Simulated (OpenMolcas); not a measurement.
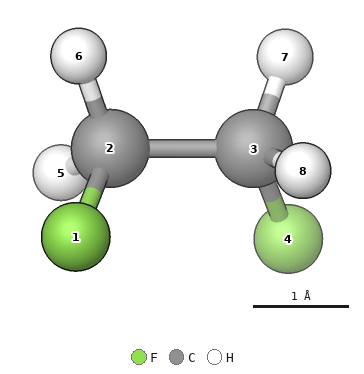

The structure (ball-and-stick view, seen at a tilt; atoms are numbered from 1 in the order of the input).

C₂H₄F₂: single-point calculation (part 1 of 2)

The run: single-point calculation of C₂H₄F₂, SMILES FCCF. Method and program: RI-MP2/aug-cc-pVDZ, RHF (OpenMolcas 26.06).

The geometry comes from this level: GFN2-xTB.

**What the program printed**
```
--- Start Module: gateway ---

                                              &GATEWAY

                       available to each process: 1.9 GB of memory, 1 thread

 Basis Set     1 Label: F.AUG-CC-PVDZ
 Basis set is read from library:.
 basistype.tbl is not found

 Basis Set     2 Label: C.AUG-CC-PVDZ
 Basis set is read from library:.
 basistype.tbl is not found

 Basis Set     3 Label: F.AUG-CC-PVDZ
 Basis set is read from library:.
 basistype.tbl is not found

 Basis Set     4 Label: H.AUG-CC-PVDZ
 Basis set is read from library:.
 basistype.tbl is not found

++    Symmetry information:
      ---------------------

                    Character Table for C1

                             E
                    a        1  x, y, xy, Rz, z, xz, Ry, yz, Rx, I
--

++    Basis set information:
      ----------------------

      Basis set label: F.AUG-CC-PVDZ.........

      Electronic valence basis set:
      ------------------
      Associated Effective Charge   9.000000 au
      Associated Actual Charge      9.000000 au
      Nuclear Model: Point charge

      Shell  nPrim  nBasis  Cartesian Spherical Contaminant
         s      10       4        X
         p       5       3        X
         d       2       2                 X

      Basis set label: C.AUG-CC-PVDZ.........

      Electronic valence basis set:
      ------------------
      Associated Effective Charge   6.000000 au
      Associated Actual Charge      6.000000 au
      Nuclear Model: Point charge

      Shell  nPrim  nBasis  Cartesian Spherical Contaminant
         s      10       4        X
         p       5       3        X
         d       2       2                 X

      Basis set label: F.AUG-CC-PVDZ.........

      Electronic valence basis set:
      ------------------
      Associated Effective Charge   9.000000 au
      Associated Actual Charge      9.000000 au
      Nuclear Model: Point charge

      Shell  nPrim  nBasis  Cartesian Spherical Contaminant
         s      10       4        X
         p       5       3        X
         d       2       2                 X

      Basis set label: H.AUG-CC-PVDZ.........

      Electronic valence basis set:
      ------------------
      Associated Effective Charge   1.000000 au
      Associated Actual Charge      1.000000 au
      Nuclear Model: Point charge

      Shell  nPrim  nBasis  Cartesian Spherical Contaminant
         s       5       3        X
         p       2       2        X
--

++    Molecular structure info:
      -------------------------

                    ************************************************
                    **** Cartesian Coordinates / bohr, angstrom ****
                    ************************************************

     Center  Label                x              y              z                     x              y              z
        1      F1              -2.308830       1.481337       1.883962             -1.221780       0.783890       0.996950
        2      C2              -0.219189       1.379368       0.358216             -0.115990       0.729930       0.189560
        3      C3               0.418990      -1.340515      -0.327452              0.221720      -0.709370      -0.173280
        4      F4              -0.943502      -2.117079      -2.387518             -0.499280      -1.120310      -1.263420
        5      H5              -0.647817       2.479585      -1.339343             -0.342810       1.312140      -0.708750
        6      H6               1.333032       2.241933       1.417011              0.705410       1.186380       0.749850
        7      H7               2.415731      -1.508493      -0.836601              1.278350      -0.798260      -0.442710
        8      H8              -0.048415      -2.616156       1.231723             -0.025620      -1.384410       0.651800

                    ***************************************
                    *    InterNuclear Distances / bohr    *
                    ***************************************

               1 F1            2 C2            3 C3            4 F4            5 H5            6 H6
    1 F1       0.000000
    2 C2       2.589381        0.000000
    3 C3       4.504909        2.876661        0.000000
    4 F4       5.749632        4.504312        2.589075        0.000000
    5 H5       3.761005        2.067827        4.093308        4.723920        0.000000
    6 H6       3.749627        2.067476        4.088100        6.217559        3.402606        0.000000
    7 H7       6.217879        4.087803        2.067468        3.749690        5.053993        4.507405
    8 H8       4.724864        4.093457        2.068031        3.761538        5.739011        5.054083

               7 H7            8 H8
    7 H7       0.000000
    8 H8       3.402484        0.000000

                    *******************************************
                    *    InterNuclear Distances / angstrom    *
                    *******************************************

               1 F1            2 C2            3 C3            4 F4            5 H5            6 H6
    1 F1       0.000000
    2 C2       1.370242        0.000000
    3 C3       2.383895        1.522263        0.000000
    4 F4       3.042574        2.383579        1.370080        0.000000
    5 H5       1.990238        1.094247        2.166085        2.499791        0.000000
    6 H6       1.984217        1.094061        2.163329        3.290190        1.800582        0.000000
    7 H7       3.290360        2.163172        1.094057        1.984250        2.674458        2.385216
    8 H8       2.500290        2.166164        1.094355        1.990520        3.036954        2.674506

               7 H7            8 H8
    7 H7       0.000000
    8 H8       1.800517        0.000000

                    **************************************
                    *    Valence Bond Angles / degree    *
                    **************************************
                          Atom centers                 Phi
                      1 F1       2 C2       3 C3       110.90
                      1 F1       2 C2       5 H5       107.19
                      1 F1       2 C2       6 H6       106.72
                      3 C3       2 C2       5 H5       110.69
                      3 C3       2 C2       6 H6       110.49
                      5 H5       2 C2       6 H6       110.74
                      2 C2       3 C3       4 F4       110.89
                      2 C2       3 C3       7 H7       110.47
                      2 C2       3 C3       8 H8       110.69
                      4 F4       3 C3       7 H7       106.73
                      4 F4       3 C3       8 H8       107.21
                      7 H7       3 C3       8 H8       110.72

           ***************************************************************
           *              Valence Dihedral Angles / degree               *
           ***************************************************************
                    Atom centers                       Phi1     Phi2     Theta
           1 F1       2 C2       3 C3       4 F4        110.90   110.89    85.32
           1 F1       2 C2       3 C3       7 H7        110.90   110.47  -156.55
           1 F1       2 C2       3 C3       8 H8        110.90   110.69   -33.54
           5 H5       2 C2       3 C3       7 H7        110.69   110.47    84.61
           5 H5       2 C2       3 C3       8 H8        110.69   110.69  -152.38
           6 H6       2 C2       3 C3       7 H7        110.49   110.47   -38.43
           6 H6       2 C2       3 C3       8 H8        110.49   110.69    84.58
           4 F4       3 C3       2 C2       5 H5        110.89   110.69   -33.52
           4 F4       3 C3       2 C2       6 H6        110.89   110.49  -156.55
--

            Nuclear Potential Energy            127.43383241 au

--- Stop Module: gateway /rc=_RC_ALL_IS_WELL_ ---

--- Start Module: seward ---

                                              &SEWARD

                       available to each process: 1.9 GB of memory, 1 thread

               SEWARD will generate:
                  Multipole Moment integrals up to order  2
                  Kinetic Energy integrals
                  Nuclear Attraction integrals (point charge)
                  One-Electron Hamiltonian integrals
                  Velocity integrals
                  Orbital angular momentum around ( -0.8529  -0.1668  -0.1321 )
                  Velocity quadrupole around ( -0.8529  -0.1668  -0.1321 )
                  RI decomposed two-electron repulsion integrals stored Cholesky style
                   - acCD auxiliary basis
                   - CD Threshold:   1.00E-05

                   Integrals are discarded if absolute value <: 1.00E-14
                   Integral cutoff threshold is set to       <: 1.00E-16

            Nuclear Potential Energy            127.43383241 au

      Basis set specifications :
      Symmetry species         a
      Basis functions          128

--- Stop Module: seward /rc=_RC_ALL_IS_WELL_ ---
--- Module seward spent 1 second ---

--- Start Module: scf ---

                                                &SCF

                       available to each process: 1.9 GB of memory, 1 thread

++    Input section:
      --------------

      Header of the integral files:

      Cartesian coordinates in angstrom:
      -----------------------------------------------------
      No.  Label        X            Y            Z
      -----------------------------------------------------
       1   F1        -1.22178000   0.78389000   0.99695000
       2   C2        -0.11599000   0.72993000   0.18956000
       3   C3         0.22172000  -0.70937000  -0.17328000
       4   F4        -0.49928000  -1.12031000  -1.26342000
       5   H5        -0.34281000   1.31214000  -0.70875000
       6   H6         0.70541000   1.18638000   0.74985000
       7   H7         1.27835000  -0.79826000  -0.44271000
       8   H8        -0.02562000  -1.38441000   0.65180000
      -----------------------------------------------------
      Nuclear repulsion energy =  127.43383241
--

++    Orbital specifications:
      -----------------------

      Symmetry species               1
                                     a
      Frozen orbitals                0
      Occupied orbitals             17
      Secondary orbitals           111
      Deleted orbitals               0
      Total number of orbitals     128
      Number of basis functions    128
--

      Molecular charge                           0.000

++    Optimization specifications:
      ----------------------------

      SCF Algorithm: LK-RI/DF
      LK screening threshold:                     4.50E-02
      Local-Exchange (LK) algorithm.
       - the density matrix is decomposed
      The actual AO density is used
      Number of density matrices in core                 5
      Maximum number of NDDO SCF iterations            400
      Maximum number of HF SCF iterations              400
      Threshold for SCF energy change             1.00E-09
      Threshold for density matrix                1.00E-04
      Threshold for Fock matrix                   1.50E-04
      Threshold for linear dependence             1.00E-09
      Threshold at which DIIS is turned on        1.50E-01
      Maximum depth in the DIIS procedure                5
      Maximum depth in the BFGS Hessian update          30
      Threshold at which QNR/C2DIIS is turned on  7.50E-02
      Threshold for Norm(delta) (QNR/C2DIIS)      1.00E-03
      All orbitals punched on: SCFORB
--

      Input vectors read from INPORB
      Orbital file label: *Guess orbitals

++ Convergence information
                                   SCF        iterations: Energy and convergence statistics
```
